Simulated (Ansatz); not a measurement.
## Electronic structure of C₄H₁₀Si₂ (SMILES C=C1C[SiH2]C[SiH2]1) in real space

The calculation's input:

```
crystal:
  periodic: [false, false, false]
  atoms:
    - {symbol: C, position_ang: [0.307540, 2.700910, 1.763264]}
    - {symbol: C, position_ang: [-0.129803, 1.438881, 1.638704]}
    - {symbol: C, position_ang: [-1.480583, 1.062766, 1.063120]}
    - {symbol: C, position_ang: [0.318778, -1.225473, 0.519139]}
    - {symbol: Si, position_ang: [-1.116461, -0.254866, -0.272318]}
    - {symbol: Si, position_ang: [0.933541, -0.101161, 1.928323]}
    - {symbol: H, position_ang: [1.314362, 2.929210, 2.127671]}
    - {symbol: H, position_ang: [-0.322813, 3.560326, 1.502327]}
    - {symbol: H, position_ang: [-2.104269, 0.572838, 1.835812]}
    - {symbol: H, position_ang: [-2.043533, 1.934465, 0.691688]}
    - {symbol: H, position_ang: [-0.664978, 0.407614, -1.531446]}
    - {symbol: H, position_ang: [-2.307062, -1.103764, -0.576072]}
    - {symbol: H, position_ang: [1.111771, -1.432319, -0.216687]}
    - {symbol: H, position_ang: [-0.024903, -2.196546, 0.909834]}
    - {symbol: H, position_ang: [0.629571, -0.725543, 3.252212]}
    - {symbol: H, position_ang: [2.390885, 0.211570, 1.873635]}
basis:
  gaussian:
    orbitals: def2-SVPD
hamiltonian:
  xc: pbe0
output:
  forces: true
  orbitals: {seedname: orbitals}
```

Run with:

```sh
ansatz run input.yaml --threads 4 --pin off --max-ram 7830MiB --events-out events.jsonl --progress --plain --runs-dir runs
```

Geometry: B3LYP-D3(BJ)/def2-SVP.

Theory: isolated molecule in a Gaussian basis; Kohn-Sham density functional theory, functional PBE0 (Ansatz 0.2.0).

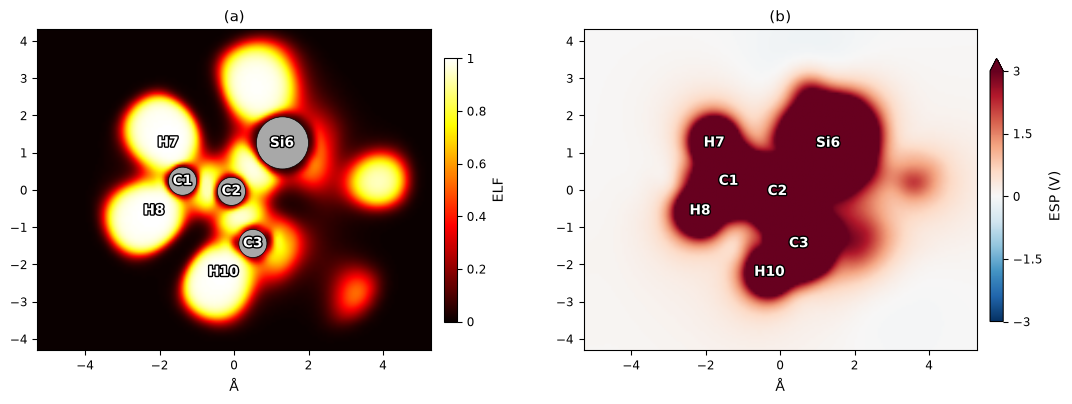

Figure 1. (a) ELF; (b) molecular electrostatic potential on the plane of atoms C2, C1 and H7. Grey discs cover the atomic cores in the ELF map.

What does the map show?

The section cuts through C, Si and H sites. C–C (1.34 Å): the ELF peaks at about 0.90 between the atoms; a multiple bond. C–Si (1.89 Å): the ELF peaks at about 0.95 between the atoms; localised, covalent bonding. C–H (1.09 Å): the ELF climbs to about 1 towards the hydrogen, as it does in any bond to H: an ordinary covalent bond to hydrogen. C–C (1.52 Å): the ELF peaks at about 0.95 between the atoms; localised, covalent bonding. The potential has no marked negative region in this plane.

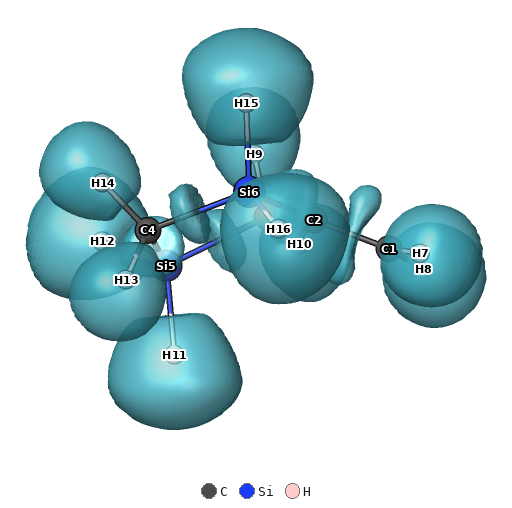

Figure 2. Isosurface of the ELF at 0.85 (cyan), seen from one side. Only the valence region is drawn (cores and ρ < 0.01 e/Å³ removed).

What do the ELF domains correspond to?

The surface consists of two regions between bonded C–C atoms (shared pairs), four regions between bonded C–Si atoms (shared pairs) and ten regions around hydrogen nuclei.

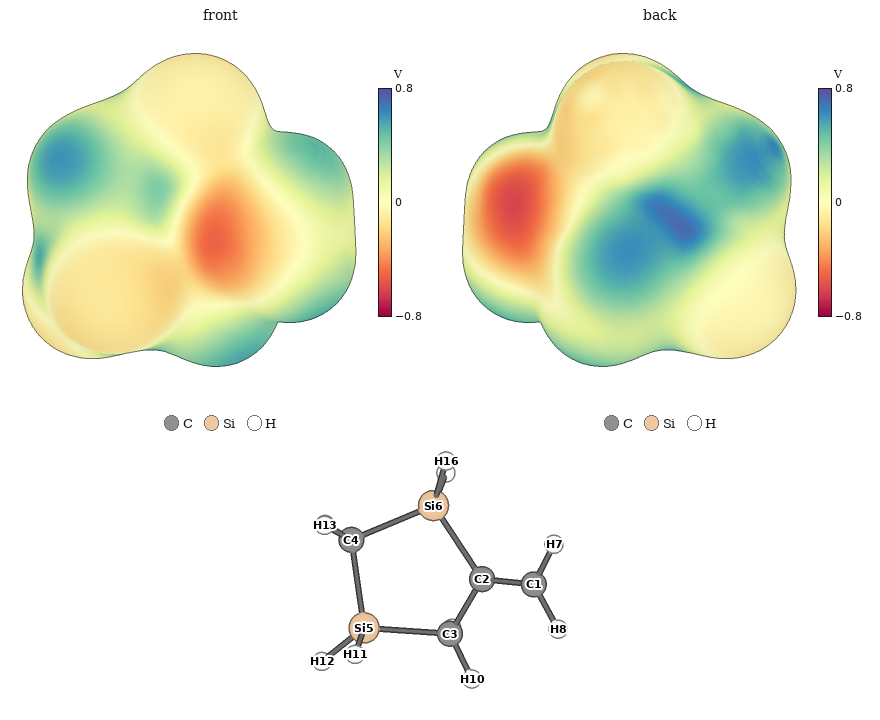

Figure 3. The electrostatic potential painted on the density surface at 0.001 e/bohr³, seen from the front and from behind; the colour scale runs from red (negative) to blue (positive). The bare structure is drawn below in the same view.

Where is the surface potential most negative and most positive?

The most negative region (about −0.6 V) lies over the π face of C1 and C2, the most positive (about +0.7 V) over Si5, Si6, H9 and H14.

How polar is the molecule by this calculation?

Its dipole moment is 0.31 D.
